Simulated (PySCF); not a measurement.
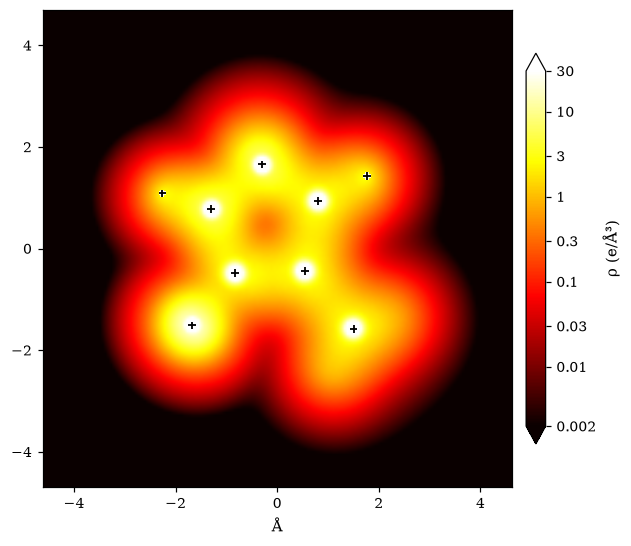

The electron density on a plane through atoms (crosses mark nuclei in the plane).

Theory: PBE0/pcSseg-1, SCF density, gas phase, non-relativistic (PySCF 2.14.0).

Candidates:
A. CH4O2Si (SMILES O=CO[SiH3])
B. C5H8O3S
C. C4H5FN2 (SMILES Cc1cn[nH]c1F)

Which candidate gave the map?

Candidate C: C4H5FN2 on the plane of atoms C2, C3 and H11, which holds C, N, F and H. C–N (1.32 Å): ρ is about 2.6 e/Å³ halfway. N–N (1.33 Å): ρ at the midpoint is about 2.6 e/Å³.
